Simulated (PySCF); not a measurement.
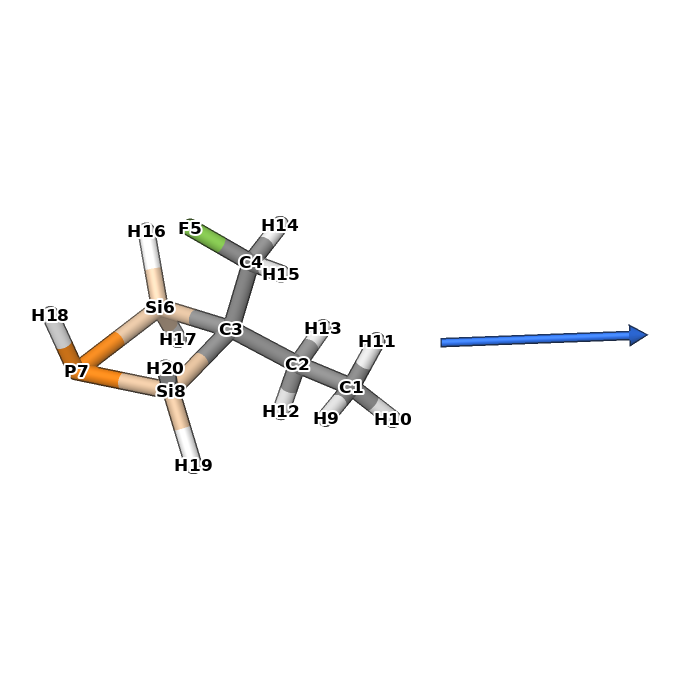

The arrow beside the molecule shows the direction of the dipole moment, from the negative to the positive end (its length means nothing). The computed structure is the end point of a GFN2-xTB optimisation. No frequency run is at hand to confirm it as a minimum. Level of theory: PBE0/pcSseg-1, gas phase (PySCF 2.14.0).

How large is the dipole moment?

2.72 D; it points from the side of H18 to the side of H10 (the outermost atoms at the two ends).

The geometry is semi-empirical. Around P, Si such bond lengths and angles can be off by a tenth of an ångström or more and by several degrees, and values that hang on the shape move with them.
